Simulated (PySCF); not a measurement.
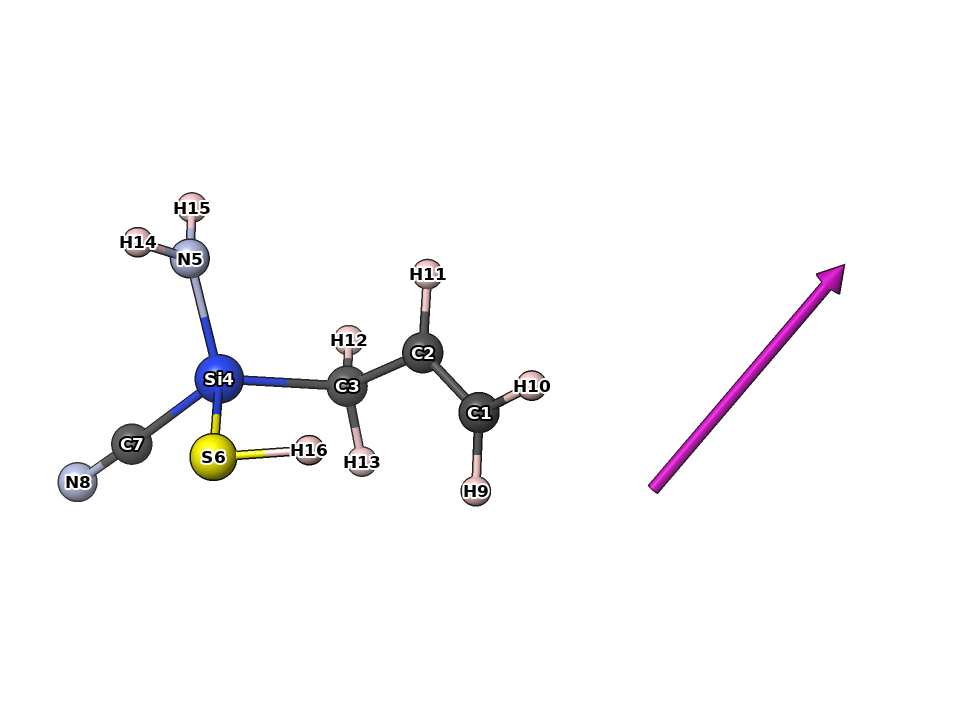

The arrow beside the molecule shows the direction of the dipole moment, from the negative to the positive end (its length means nothing). Computed geometry: GFN2-xTB optimisation. No frequency run is at hand to confirm it as a minimum. Level of theory: PBE0/pcSseg-1, gas phase (PySCF 2.14.0).

Q: How large is the dipole moment?

A: 4.50 D; it points from the side of N8 to the side of H10, H11 (the outermost atoms at the two ends).

The geometry is semi-empirical. Around Si such bond lengths and angles can be off by a tenth of an ångström or more and by several degrees, and values that hang on the shape move with them.
